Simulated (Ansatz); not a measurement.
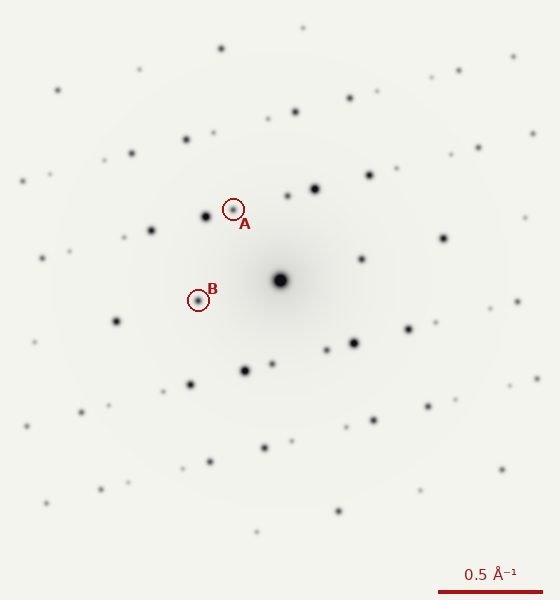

Kinematic zone-axis pattern, calculated for 100 keV electrons with B = 0.5 Å². Two individuals of a reflection twin are superposed (a geometric construction: whether this twin forms is not tested). Crystal: SiN, space group Fm-3m (No. 225), a = 4.26 Å, zone axis [110]. Structure: coordinates from a relaxation with DFT PBE, scalar-relativistic, plane waves, PAW (Ansatz); the starting structure was generated, so it need not be a known form of this composition.

```json
{"atom": "Si", "site": "4a", "symmetry": "m-3m", "x": "0.0000", "y": "0.0000", "z": "0.0000"}
{"atom": "N", "site": "4b", "symmetry": "m-3m", "x": "0.5000", "y": "0.0000", "z": "0.0000"}
```

In the first individual spot A is -1 1 -1 and spot B is -1 1 1.

> On which plane is the crystal twinned?

(1-1-1). The spot positions of the combined pattern are mirror-symmetric about the row through 1 -1 -1 (d = 2.459 Å), which both individuals share, while a single individual has only symmetry 2mm without that mirror line. Friedel's law adds the mirror line at right angles, so a twin on (1-12) would give the same picture; the more widely spaced plane was used.

> Which other reflections coincide?

Off the common row, 2 -2 4, 1 -1 5, 3 -3 3 and their kin fall on spots of the second individual; about 18 % of the first individual's visible spots are shared.
